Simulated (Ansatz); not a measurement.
Cost and result by functional for the adsorption energy of H on the 1x1 (111) surface of fcc Rh, one in a 2x2 cell, started at the site 'hollow Rh-Rh-Rh over Rh at depth 2.2 Å', in Ansatz (plane waves, PAW). Single points on the PBE structure, on one kind of machine; costs are rough ratios of the slab run's core time (references not counted) to the cheapest single point. r2SCAN's cost holds its higher cutoff (500 against 420 eV). Differences are taken against r2SCAN for comparison alone: no measured value is at hand, so the table doesn't rank accuracy.

Slab: 17 atoms, 6.5 Å thick at the start under the adsorbate (thin: gaps and levels are the slab's own); k 6x6x1, smearing 0.1 eV, dipole-corrected; 8 atoms held, the rest relaxed; start symmetry kept, larger cells not searched; no spin, no spin-orbit, no U, no dispersion correction. At the end it is bonded to 3 Rh. In PBE it is, or lies within 0.03 eV of, the lowest of the starts that converged. These notes are the PBE run's. Adsorption energies are against ½ H2(g). A negative adsorption energy means that the adsorbate is more stable on the surface than in its reference.

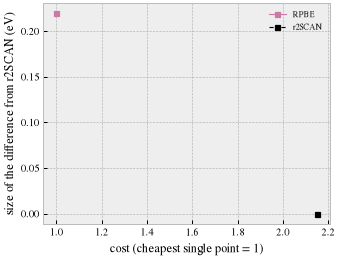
Fig. 1. Difference from r2SCAN against cost

```csv
functional,relative cost,adsorption energy (eV),less r2SCAN (eV)
RPBE,1,-0.35,0.22
r2SCAN,2,-0.57,0.00
PBE (the relaxed run's value),–,-0.52,0.05
```

The values span 0.22 eV, while the single points' costs differ by a factor of roughly 2. Differences are of unrounded values.

Ansatz is a first-principles code.
